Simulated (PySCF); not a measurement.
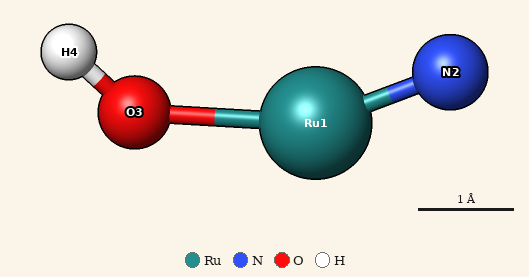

*The input geometry (ball-and-stick view, seen at a tilt; atoms are numbered from 1 in the order of the input). Sticks mark near contacts.*

RuNOH: frequency calculation

The run: frequency calculation of RuNOH. Method and program: RKS-based PBE0, Ru def2-TZVP with ECP28, N def2-TZVP, O def2-TZVP, H def2-TZVP; non-relativistic Hamiltonian with a scalar-relativistic core potential; density fitting (PySCF 2.14.0).

**Input**
```python
from pyscf import gto, scf, dft
mol = gto.M(atom='''
Ru     0.078740    -0.059927    -0.078361
N      1.609115     0.106805     0.124476
O     -1.766336     0.242313     0.329417
H     -2.286253     0.729774     0.965775''',
    basis={'Ru': 'def2-TZVP', 'N': 'def2-TZVP', 'O': 'def2-TZVP', 'H': 'def2-TZVP'},
    ecp={'Ru': 'def2-TZVP'},
    charge=0, spin=0)
mf = dft.RKS(mol, xc='PBE0')
mf.grids.atom_grid = (75, 302)
aux = {'Ru': 'def2-universal-JKFIT', 'N': 'def2-universal-JKFIT', 'O': 'def2-universal-JKFIT', 'H': 'def2-universal-JKFIT'}
mf = mf.density_fit(auxbasis=aux)
mf.conv_tol = 1e-09
mf.diis_space = 10
mf.max_cycle = 60
mf.verbose = 4
mf.kernel()
```

The script is an equivalent of the set-up of the self-consistent field. The run itself was carried out by a driver, which started from the orbitals of the step before it where there was one and computed the further properties.

Run on 2 threads of Arm Neoverse N1, 98 GiB of memory available, shared host.

Launch command:
```bash
OMP_NUM_THREADS=2 python axn.py task.json out
```

**What the program printed**
```
init E= -225.33099296917
  HOMO = -0.241263259491062  LUMO = -0.113623045050851  gap/eV = 3.47327
cycle= 1 E= -225.330992968785  delta_E= 3.86e-10  |g|= 4.85e-05  |ddm|= 3.37e-05
  HOMO = -0.241265247679127  LUMO = -0.113621453193389  gap/eV = 3.47336
cycle= 2 E= -225.330992964671  delta_E= 4.11e-09  |g|= 0.000155  |ddm|= 9.61e-05
  HOMO = -0.24126124088353  LUMO = -0.11362173185876  gap/eV = 3.47325
cycle= 3 E= -225.330992968974  delta_E= -4.3e-09  |g|= 3.85e-05  |ddm|= 7.7e-05
  HOMO = -0.24126315273266  LUMO = -0.113622430157058  gap/eV = 3.47328
cycle= 4 E= -225.330992969237  delta_E= -2.62e-10  |g|= 1.05e-07  |ddm|= 1.59e-05
  HOMO = -0.241263137474655  LUMO = -0.113622420393025  gap/eV = 3.47328
cycle= 5 E= -225.330992969236  delta_E= 1.08e-12  |g|= 1.1e-08  |ddm|= 7.56e-08
  HOMO = -0.24126313835516  LUMO = -0.11362242097913  gap/eV = 3.47328
Extra cycle  E= -225.330992969235  delta_E= 7.96e-13  |g|= 6.32e-09  |ddm|= 4.19e-08
converged SCF energy = -225.330992969235
```

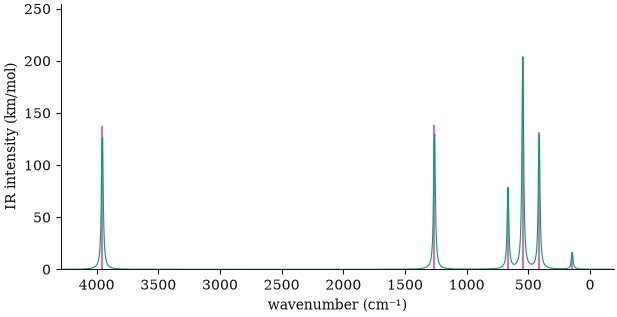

*Harmonic infrared spectrum, unscaled: sticks (degenerate modes added up, dark ones marked on the axis) with a Lorentzian envelope of 16 cm⁻¹ full width, scaled to the tallest stick.*

6 modes from 145 to 3954 cm⁻¹, none imaginary. The strongest line is at 545 cm⁻¹ (204 km/mol). All modes, in cm⁻¹ (km/mol): 145 (16.5), 413 (132), 545 (204), 665 (78), 1261 (138), 3954 (137).

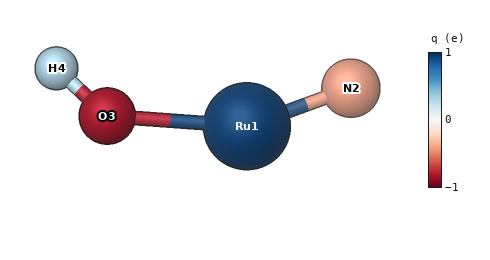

*Mulliken charges, as the colour of each atom (ball-and-stick view, seen at a tilt; atoms are numbered from 1 in the order of the input).*

By element: Ru +0.95, N −0.46, O −0.81 and H +0.32 e.

**Results in brief**

```json
{"quantity": "outcome", "value": "converged"}
{"quantity": "total energy", "value": "−225.330993 hartree"}
{"quantity": "HOMO", "value": "−6.57 eV"}
{"quantity": "LUMO", "value": "−3.09 eV"}
{"quantity": "zero-point energy", "value": "0.015910 hartree"}
{"quantity": "dipole moment", "value": "0.64 D"}
{"quantity": "wavenumbers, lowest and highest", "value": "145 and 3954 cm⁻¹"}
{"quantity": "wall time", "value": "80 s (CPU time 2.4 min)"}
{"quantity": "peak memory", "value": "1.2 GiB"}
```
